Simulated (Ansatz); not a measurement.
Run report: AlZnH$_{2}$OF, geometry relaxation

AlZnH$_{2}$OF, computed with RKS B3LYP/def2-mTZVP (Ansatz 0.2.0).

It belongs to a series of runs on one base structure; here: end point B relaxed.

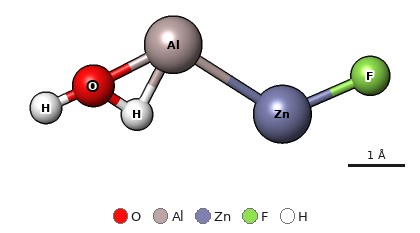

Fig. 1: The structure as given in the input (ball-and-stick view, seen at an oblique angle). Sticks mark near contacts. Bond lengths as drawn: Al–H 1.45 Å, Al–O 1.63 Å, Al–Zn 2.43 Å, F–Zn 1.76 Å and H–O 0.95 to 0.99 Å.

Input file:
```yaml
crystal:
  periodic: [false, false, false]
  atoms:
    - { symbol: O, position_ang: [-1.14325, 1.38075, -0.41098] }
    - { symbol: Al, position_ang: [0.09012, 0.48909, 0.1796] }
    - { symbol: Zn, position_ang: [0.13939, -1.90819, -0.21245] }
    - { symbol: F, position_ang: [1.47935, -2.97252, 0.20838] }
    - { symbol: H, position_ang: [-1.84403, 1.93199, -0.73751] }
    - { symbol: H, position_ang: [-1.12037, 0.41058, -0.60679] }
basis:
  gaussian: { orbitals: def2-mTZVP }
hamiltonian:
  xc: b3lyp
relax:
  f_tol: 0.02
  max_steps: 50
output:
  orbitals: {}
```

Hardware: 2 threads of AMD EPYC (Zen 5), 16 GiB of memory available, shared host.

Launched with:
```bash
ansatz run input.yaml --threads 2 --pin off --max-ram 3072MiB --backend cpu --events-out ev --progress --plain --runs-dir out
```

Output:
```
The last accepted step is kept in [file] (removed where the run ends without a failure and the disk answers)
Engine: ansatz 0.2.0, x86_64-unknown-linux-gnu
Functional definition: B3LYP
  parameter a0 = 0.2
  parameter ax = 0.72
  parameter ac = 0.81
  exchange = (1 - a0 - ax)*slater_x + ax*b88_x + a0*exact_x
  correlation = (1 - ac)*vwn_rpa_c + ac*lyp_c
1052 factors; integrals over basis functions are off by at most 5.4e-4 eV
mean field evaluation 1: about -59806.0059 eV, gradient 7.6e1 eV
mean field evaluation 2: about -59765.6222 eV, gradient 1.8e2 eV
mean field evaluation 4: about -59813.7147 eV, gradient 1.4e1 eV
mean field evaluation 8: about -59814.0290 eV, gradient 4.2e-1 eV
mean field evaluation 16: about -59814.1045 eV, gradient 1.9e-4 eV
mean field -59814.10449897 eV, -2198.1277968808 hartree, gradient 5.1e-5 eV, S^2 0.000000; 0 other end points of the search recorded, 0 dependent functions left out
the calculation of the forces begins
reference -59814.10474099 eV, -2198.1278057750 hartree; 31, 31 occupied and 73, 73 virtual orbitals, 1052 factors
relax step   1: F+E_penalty+E_count = -59814.10449897 eV  Δ(F+E_penalty+E_count) = +0.000e0 eV  max|allowed force component| = 9.424e0 eV/Å  Δτ_max = 0.0000 Å  (31 SCF iters, accepted)
these checks for a lower state are left out or cut short: starts, cluster_reference, orbital_swaps, neighbouring_geometries, increment
1052 factors; integrals over basis functions are off by at most 5.2e-4 eV
mean field -59815.63479713 eV, -2198.1840343010 hartree, gradient 1.9e-5 eV, S^2 0.000000; 0 other end points of the search recorded, 0 dependent functions left out
[... from here on the field's lines of each further geometry are left out, up to the last ...]
relax step   2: F+E_penalty+E_count = -59815.63479713 eV  Δ(F+E_penalty+E_count) = -1.530e0 eV  max|allowed force component| = 5.520e0 eV/Å  Δτ_max = 0.1938 Å  (33 SCF iters, accepted)
relax step   3: F+E_penalty+E_count = -59816.67425327 eV  Δ(F+E_penalty+E_count) = -1.039e0 eV  max|allowed force component| = 2.445e0 eV/Å  Δτ_max = 0.1944 Å  (33 SCF iters, accepted)
relax step   4: F+E_penalty+E_count = -59817.17625270 eV  Δ(F+E_penalty+E_count) = -5.020e-1 eV  max|allowed force component| = 1.269e0 eV/Å  Δτ_max = 0.1941 Å  (33 SCF iters, accepted)
relax step   5: F+E_penalty+E_count = -59817.43115500 eV  Δ(F+E_penalty+E_count) = -2.549e-1 eV  max|allowed force component| = 5.588e-1 eV/Å  Δτ_max = 0.2000 Å  (33 SCF iters, accepted)
relax step   6: F+E_penalty+E_count = -59817.53055924 eV  Δ(F+E_penalty+E_count) = -9.940e-2 eV  max|allowed force component| = 3.883e-1 eV/Å  Δτ_max = 0.2000 Å  (32 SCF iters, accepted)
relax step   7: F+E_penalty+E_count = -59817.57574119 eV  Δ(F+E_penalty+E_count) = -4.518e-2 eV  max|allowed force component| = 7.821e-1 eV/Å  Δτ_max = 0.1941 Å  (33 SCF iters, accepted)
relax step   8: F+E_penalty+E_count = -59817.61727663 eV  Δ(F+E_penalty+E_count) = -4.154e-2 eV  max|allowed force component| = 5.905e-1 eV/Å  Δτ_max = 0.0939 Å  (33 SCF iters, accepted)
relax step   9: F+E_penalty+E_count = -59817.65227338 eV  Δ(F+E_penalty+E_count) = -3.500e-2 eV  max|allowed force component| = 6.591e-1 eV/Å  Δτ_max = 0.1665 Å  (32 SCF iters, accepted)
relax step  10: F+E_penalty+E_count = -59817.64630696 eV  Δ(F+E_penalty+E_count) = +5.966e-3 eV  max|allowed force component| = 1.327e0 eV/Å  Δτ_max = 0.1740 Å  (31 SCF iters, rejected (line search))
relax step  11: F+E_penalty+E_count = -59817.67033438 eV  Δ(F+E_penalty+E_count) = -1.806e-2 eV  max|allowed force component| = 3.216e-1 eV/Å  Δτ_max = 0.0869 Å  (33 SCF iters, accepted)
relax step  12: F+E_penalty+E_count = -59817.67992763 eV  Δ(F+E_penalty+E_count) = -9.593e-3 eV  max|allowed force component| = 1.081e-1 eV/Å  Δτ_max = 0.0998 Å  (32 SCF iters, accepted)
relax step  13: F+E_penalty+E_count = -59817.68379803 eV  Δ(F+E_penalty+E_count) = -3.870e-3 eV  max|allowed force component| = 1.048e-1 eV/Å  Δτ_max = 0.0441 Å  (32 SCF iters, accepted)
relax step  14: F+E_penalty+E_count = -59817.68384741 eV  Δ(F+E_penalty+E_count) = -4.938e-5 eV  max|allowed force component| = 3.147e-1 eV/Å  Δτ_max = 0.0928 Å  (34 SCF iters, accepted)
relax step  15: F+E_penalty+E_count = -59817.68602724 eV  Δ(F+E_penalty+E_count) = -2.180e-3 eV  max|allowed force component| = 3.508e-2 eV/Å  Δτ_max = 0.0425 Å  (32 SCF iters, accepted)
the calculation of the forces begins
reference -59817.68639199 eV, -2198.2594290215 hartree; 31, 31 occupied and 73, 73 virtual orbitals, 1052 factors
relax step  16: F+E_penalty+E_count = -59817.68614295 eV  Δ(F+E_penalty+E_count) = -1.157e-4 eV  max|allowed force component| = 4.898e-3 eV/Å  Δτ_max = 0.0076 Å  (33 SCF iters, accepted)
1052 factors; integrals over basis functions are off by at most 6.5e-4 eV
mean field evaluation 128: about -59662.5517 eV, gradient 2.6e2 eV
```

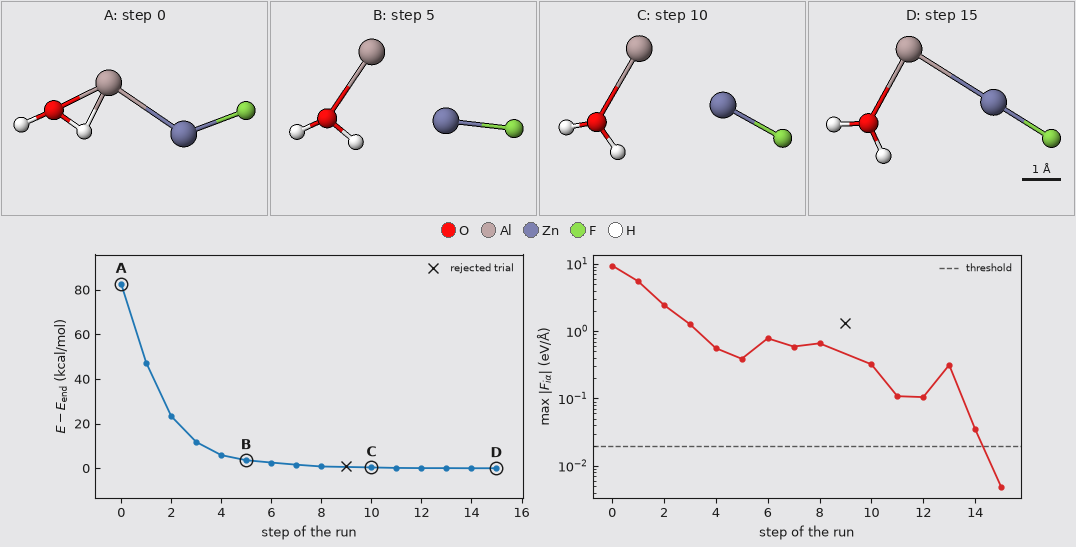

Fig. 2: Frames of the relaxation (ball-and-stick view, seen on its broad side) above the curves, on which the letters mark them (the first geometry is step 0 here and step 1 in the log).

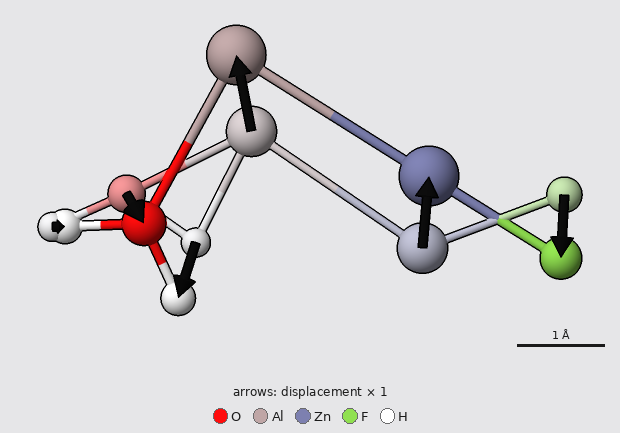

Fig. 3: Start (faint) and end (solid) with the displacements as black arrows, at true length (ball-and-stick view, seen on its broad side). The two geometries are laid on each other by the best rigid fit. Over 15 geometry steps the energy falls by 82.6 kcal/mol. Largest force component: 9.4 eV/Å at the start, 0.0049 eV/Å at the end. The line search rejected the trial step at point 9 (counted from 0) and went back. The atom that moves furthest after the best rigid fit is Al2 (0.91 Å). Largest moves by element: Al 0.91 Å, Zn 0.84 Å, F 0.74 Å, H 0.69 Å, O 0.43 Å. Among the contacts that change: Al2–H6 1.446 → 2.911 Å, O1–Al2 1.632 → 2.232 Å, Al2–Zn3 2.430 → 2.658 Å, Zn3–F4 1.762 → 1.815 Å. Bonds break: Al2–H6 (1.45 → 2.91 Å). Among the angles that change: Al2–O1–H6 61.2° → 126.2°, Al2–O1–H5 177.6° → 119.3°, Al2–Zn3–F4 124.9° → 179.4°. (Atoms are counted from 1 in the order of the input.)

```
mean field -59817.68614295 eV, -2198.2594198693 hartree, gradient 2.2e-5 eV, S^2 0.000000; 1 other end points of the search recorded, 0 dependent functions left out
the calculation of the forces begins
reference -59817.68639199 eV, -2198.2594290215 hartree; 31, 31 occupied and 73, 73 virtual orbitals, 1052 factors
Total energy: -59817.68639199 eV, -2198.2594290215 hartree
Atom 0 at    -1.349250     0.991133    -0.441999 Å, force     0.003224     0.001647     0.004898 eV/Å
Atom 1 at     0.648401     1.103656     0.547224 Å, force    -0.004134    -0.002529    -0.003129 eV/Å
Atom 2 at     0.812489    -1.521506     0.165540 Å, force     0.002107     0.000358     0.002033 eV/Å
Atom 3 at     0.937899    -3.310912    -0.109375 Å, force     0.000598    -0.001381    -0.000520 eV/Å
Atom 4 at    -1.772300     1.806069    -0.750378 Å, force    -0.000741     0.000993    -0.001767 eV/Å
Atom 5 at    -1.676029     0.263259    -0.990762 Å, force    -0.001053     0.000912    -0.001514 eV/Å
Dipole moment:    -0.808503     1.117948    -0.351422 e Å
```

Trajectory as extended XYZ (Å, eV, eV/Å), 16 frames, from step=1 to step=16:
```
6
Properties=species:S:1:pos:R:3:forces:R:3 step=1 energy=-59814.10450
O    -1.1433    1.3807   -0.4110   -2.3444   3.1933  -0.8071
Al    0.0901    0.4891    0.1796    9.4238  -0.5363   5.7920
Zn    0.1394   -1.9082   -0.2124   -1.2653   0.1130  -0.7534
F     1.4793   -2.9725    0.2084    0.6047  -0.6249   0.2019
H    -1.8440    1.9320   -0.7375   -1.0815   0.1207  -0.6656
H    -1.1204    0.4106   -0.6068   -5.3374  -2.2658  -3.7679
6
Properties=species:S:1:pos:R:3:forces:R:3 step=2 energy=-59815.63480
O    -1.1436    1.3640   -0.4171   -1.7593   1.4640  -0.8155
Al    0.2223    0.5899    0.2792    5.5203   0.3477   3.4917
Zn    0.0923   -1.8788   -0.2589   -0.7819   0.3386  -0.4386
F     1.4309   -2.9694    0.1925    0.2960  -0.4457   0.0835
H    -1.8886    1.8629   -0.7808   -0.2234  -0.2963  -0.1990
H    -1.1121    0.3632   -0.5947   -3.0517  -1.4083  -2.1221
6
Properties=species:S:1:pos:R:3:forces:R:3 step=3 energy=-59816.67425
O    -1.1521    1.3454   -0.4272   -1.0647  -0.5131  -0.7624
Al    0.3574    0.6845    0.3823    2.4453   0.4735   1.6123
Zn    0.0654   -1.8501   -0.2798   -0.2385   0.2991  -0.1376
F     1.4035   -2.9873    0.1770   -0.0629  -0.1710  -0.0503
H    -1.9141    1.8226   -0.8056    0.2019  -0.2522   0.0755
H    -1.1590    0.3166   -0.6264   -1.2812   0.1637  -0.7375
6
Properties=species:S:1:pos:R:3:forces:R:3 step=4 energy=-59817.17625
O    -1.1623    1.2878   -0.4444   -0.5635  -1.2688  -0.5869
Al    0.4904    0.7811    0.4855    0.8548   0.3285   0.6007
Zn    0.0618   -1.7691   -0.2798    0.2007  -0.0061   0.0715
F     1.3489   -3.0094    0.1469   -0.2762   0.0439  -0.1275
H    -1.9191    1.7672   -0.8195    0.1219   0.0772   0.0901
H    -1.2185    0.2740   -0.6684   -0.3377   0.8253  -0.0479
6
Properties=species:S:1:pos:R:3:forces:R:3 step=5 energy=-59817.43115
O    -1.2050    1.1648   -0.4513   -0.4931  -0.2677  -0.3080
Al    0.5839    0.9344    0.5737    0.0823   0.0335   0.0351
Zn    0.1738   -1.6452   -0.2161    0.4550  -0.3313   0.2086
F     1.2577   -3.1057    0.0743   -0.2758   0.1579  -0.1226
H    -1.8647    1.7693   -0.8416    0.2273  -0.1512   0.1269
H    -1.3445    0.2142   -0.7186    0.0044   0.5588   0.0599
6
Properties=species:S:1:pos:R:3:forces:R:3 step=6 energy=-59817.53056
O    -1.3223    1.1201   -0.3475   -0.3883  -0.0660  -0.3604
Al    0.5872    1.0355    0.5658    0.0913   0.1229   0.0523
Zn    0.3227   -1.5591   -0.1140    0.3280  -0.3317   0.0821
F     1.1272   -3.1957   -0.0252   -0.1501   0.1110  -0.0518
H    -1.8255    1.7229   -0.9302    0.2730  -0.1851   0.1978
H    -1.2881    0.2079   -0.7287   -0.1539   0.3488   0.0800
6
Properties=species:S:1:pos:R:3:forces:R:3 step=7 energy=-59817.57574
O    -1.4014    1.1151   -0.3210   -0.4141   0.3373  -0.7502
Al    0.5852    1.1263    0.5854    0.0523  -0.0004  -0.0061
Zn    0.5018   -1.5323   -0.0440    0.3460  -0.7821   0.0687
F     1.0608   -3.3141   -0.0982   -0.2789   0.7816  -0.0087
H    -1.7677    1.7275   -1.0086    0.3935  -0.5723   0.6832
H    -1.3775    0.2092   -0.6932   -0.0989   0.2358   0.0131
6
Properties=species:S:1:pos:R:3:forces:R:3 step=8 energy=-59817.61728
O    -1.4113    1.1215   -0.3384   -0.0884  -0.2659  -0.2057
Al    0.6000    1.1239    0.5875    0.0304  -0.0587  -0.0317
Zn    0.5767   -1.5544   -0.0014    0.2121  -0.4868   0.0572
F     1.0595   -3.3407   -0.1051   -0.1894   0.5905   0.0054
H    -1.7638    1.7510   -0.9892    0.0744   0.0107   0.1068
H    -1.4599    0.2304   -0.7331   -0.0391   0.2102   0.0680
6
Properties=species:S:1:pos:R:3:forces:R:3 step=9 energy=-59817.65227
O    -1.4085    1.0926   -0.3590   -0.3295  -0.3299  -0.6591
Al    0.6255    1.0956    0.5817    0.0067  -0.0411  -0.0370
Zn    0.6807   -1.5628    0.0877    0.0126   0.1479   0.0678
F     1.0427   -3.3236   -0.1326   -0.0136  -0.0642  -0.0225
H    -1.7233    1.7939   -0.9662    0.1846  -0.2642   0.3678
H    -1.6158    0.2359   -0.7913    0.1392   0.5515   0.2830
6
Properties=species:S:1:pos:R:3:forces:R:3 step=10 energy=-59817.64631 accepted=F
O    -1.4026    1.0096   -0.3907   -0.6120   0.7419  -0.9742
Al    0.6657    1.1067    0.5501   -0.0757  -0.0578  -0.0443
Zn    0.7833   -1.5392    0.1527    0.0475  -0.1802  -0.0113
F     0.9808   -3.3377   -0.1126   -0.0394   0.2334   0.0297
H    -1.7630    1.8420   -0.8210    0.5283  -1.3275   0.6364
H    -1.6630    0.2503   -0.9582    0.1513   0.5902   0.3637
6
Properties=species:S:1:pos:R:3:forces:R:3 step=11 energy=-59817.67033
O    -1.3974    1.0471   -0.3715   -0.1348  -0.1797  -0.3216
Al    0.6401    1.1224    0.5743   -0.0045  -0.0216  -0.0166
Zn    0.7265   -1.5300    0.1441    0.0084   0.1119   0.0312
F     0.9668   -3.2981   -0.1662   -0.0046  -0.0634  -0.0071
H    -1.7342    1.7757   -0.9238    0.0949  -0.1518   0.1784
H    -1.6005    0.2147   -0.8365    0.0406   0.3045   0.1357
6
Properties=species:S:1:pos:R:3:forces:R:3 step=12 energy=-59817.67993
O    -1.3967    1.0221   -0.3943    0.0000  -0.1081  -0.0958
Al    0.6423    1.1073    0.5482    0.0195   0.0431   0.0194
Zn    0.8020   -1.5343    0.1848   -0.0481   0.0084  -0.0320
F     0.9459   -3.3133   -0.1503    0.0060   0.0203   0.0183
H    -1.7550    1.8042   -0.8441    0.0455  -0.0580   0.0594
H    -1.6373    0.2457   -0.9239   -0.0229   0.0943   0.0306
6
Properties=species:S:1:pos:R:3:forces:R:3 step=13 energy=-59817.68380
O    -1.3838    0.9912   -0.4060    0.1048  -0.0166   0.0951
Al    0.6461    1.1218    0.5477   -0.0098  -0.0669  -0.0091
Zn    0.8014   -1.5231    0.1830    0.0043   0.0413  -0.0005
F     0.9373   -3.3041   -0.1433   -0.0035   0.0124   0.0105
H    -1.7332    1.7986   -0.8062   -0.0679   0.0908  -0.0421
H    -1.6665    0.2474   -0.9549   -0.0279  -0.0611  -0.0539
6
Properties=species:S:1:pos:R:3:forces:R:3 step=14 energy=-59817.68385
O    -1.3676    0.9762   -0.4260   -0.1203   0.2537  -0.1184
Al    0.6569    1.1082    0.5302   -0.0188  -0.0054   0.0037
Zn    0.8173   -1.5197    0.1759    0.0070  -0.0455  -0.0189
F     0.9279   -3.3116   -0.1056   -0.0014   0.0430   0.0108
H    -1.7801    1.8078   -0.7267    0.1344  -0.3147   0.0778
H    -1.6533    0.2707   -1.0275   -0.0009   0.0688   0.0451
6
Properties=species:S:1:pos:R:3:forces:R:3 step=15 energy=-59817.68603
O    -1.3434    0.9912   -0.4460   -0.0342  -0.0192  -0.0351
Al    0.6491    1.1042    0.5499    0.0006   0.0047  -0.0017
Zn    0.8181   -1.5192    0.1638   -0.0028  -0.0059   0.0020
F     0.9312   -3.3101   -0.1082    0.0029   0.0018  -0.0011
H    -1.7783    1.8027   -0.7471    0.0148   0.0118   0.0136
H    -1.6754    0.2629   -0.9921    0.0187   0.0069   0.0222
6
Properties=species:S:1:pos:R:3:forces:R:3 step=16 energy=-59817.68614
O    -1.3493    0.9911   -0.4420    0.0032   0.0016   0.0049
Al    0.6484    1.1037    0.5472   -0.0041  -0.0025  -0.0031
Zn    0.8125   -1.5215    0.1655    0.0021   0.0004   0.0020
F     0.9379   -3.3109   -0.1094    0.0006  -0.0014  -0.0005
H    -1.7723    1.8061   -0.7504   -0.0007   0.0010  -0.0018
H    -1.6760    0.2633   -0.9908   -0.0011   0.0009  -0.0015
```

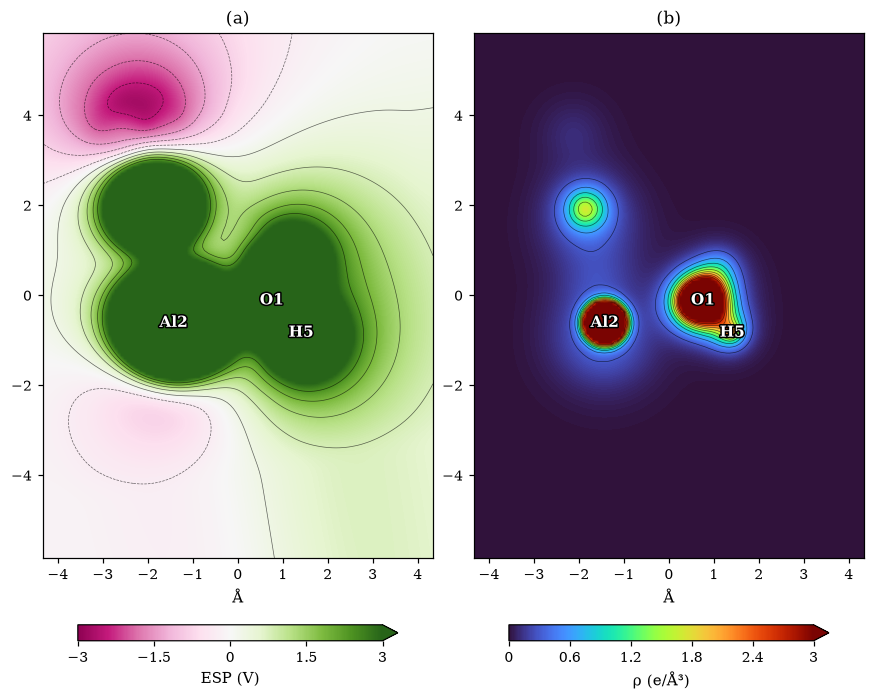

Fig. 4: (a) molecular electrostatic potential; (b) total electron density on the plane of atoms Al2, O1 and H5. Atoms in the plane: O, Al and H. Al–O (2.23 Å): ρ at the midpoint is about 0.26 e/Å³, with its minimum of 0.21 e/Å³ about 0.9 Å from Al. O–H (0.97 Å): ρ is about 3.7 e/Å³ halfway, with its minimum of 2.3 e/Å³ about 0.8 Å from O.

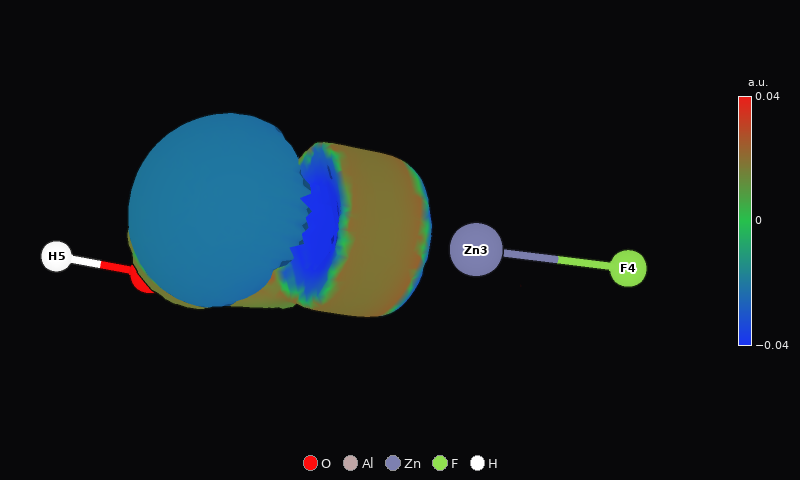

Fig. 5: Non-covalent interaction (NCI) plot: the surface where the reduced density gradient is 0.6, for densities under 0.05 a.u., coloured by sign(λ₂)ρ; seen from the side.

Summary:

| quantity | value |
| --- | --- |
| outcome | converged |
| total energy | −59817.6864 eV |
| mean-field energy | −59817.6864 eV |
| largest force (length of the vector) at the end | 0.006 eV/Å |
| wall time | 17 s (CPU time 32 s) |
| peak memory | 0.24 GiB |
